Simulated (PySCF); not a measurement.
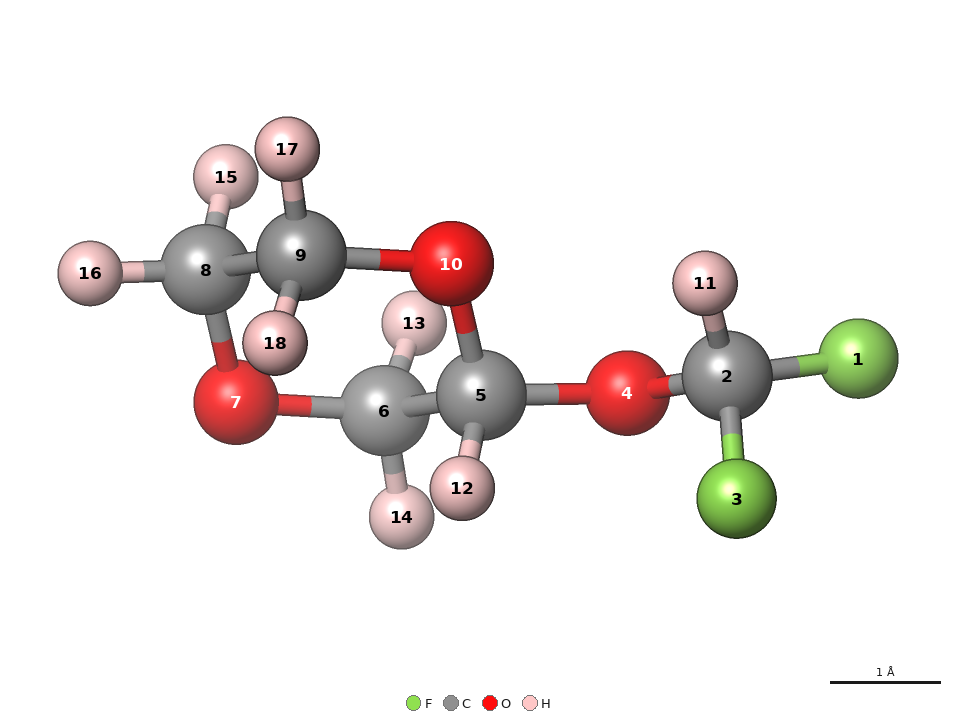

Orthographic view. Depth is shown by fading: the farther an atom, the more it takes the colour of the background. The computed structure is the end point of a GFN2-xTB optimisation. No frequency run is at hand to confirm it as a minimum.

Write a MOL file (V2000) with the atoms in numerical order, bonds sorted by atom number with the orders drawn, and coordinates in the frame of the picture: x right, y up, z towards the viewer, origin at the mean position.

```
C5H8F2O3
                    3D

 18 18  0  0  0  0  0  0  0  0999 V2000
    3.8500   -0.1400   -0.0800 F   0  0  0  0  0  0  0  0  0  0  0  0
    2.6500   -0.3000    0.4800 C   0  0  0  0  0  0  0  0  0  0  0  0
    2.7400   -1.4200    1.2500 F   0  0  0  0  0  0  0  0  0  0  0  0
    1.7400   -0.4600   -0.5100 O   0  0  0  0  0  0  0  0  0  0  0  0
    0.4000   -0.4800   -0.0800 C   0  0  2  0  0  0  0  0  0  0  0  0
   -0.4800   -0.6200   -1.3300 C   0  0  0  0  0  0  0  0  0  0  0  0
   -1.8400   -0.5400   -0.9700 O   0  0  0  0  0  0  0  0  0  0  0  0
   -2.1200    0.6700   -0.3000 C   0  0  0  0  0  0  0  0  0  0  0  0
   -1.2400    0.8000    0.9400 C   0  0  0  0  0  0  0  0  0  0  0  0
    0.1300    0.7300    0.5900 O   0  0  0  0  0  0  0  0  0  0  0  0
    2.4500    0.5500    1.1600 H   0  0  0  0  0  0  0  0  0  0  0  0
    0.2300   -1.3300    0.6000 H   0  0  0  0  0  0  0  0  0  0  0  0
   -0.2100    0.1800   -2.0300 H   0  0  0  0  0  0  0  0  0  0  0  0
   -0.3300   -1.5900   -1.7900 H   0  0  0  0  0  0  0  0  0  0  0  0
   -1.9300    1.5200   -0.9700 H   0  0  0  0  0  0  0  0  0  0  0  0
   -3.1800    0.6400   -0.0300 H   0  0  0  0  0  0  0  0  0  0  0  0
   -1.3700    1.7700    1.4200 H   0  0  0  0  0  0  0  0  0  0  0  0
   -1.4800    0.0000    1.6500 H   0  0  0  0  0  0  0  0  0  0  0  0
  1  2  1  0
  2  3  1  0
  2  4  1  0
  2 11  1  0
  4  5  1  0
  5  6  1  0
  5 10  1  0
  5 12  1  0
  6  7  1  0
  6 13  1  0
  6 14  1  0
  7  8  1  0
  8  9  1  0
  8 15  1  0
  8 16  1  0
  9 10  1  0
  9 17  1  0
  9 18  1  0
M  END
```
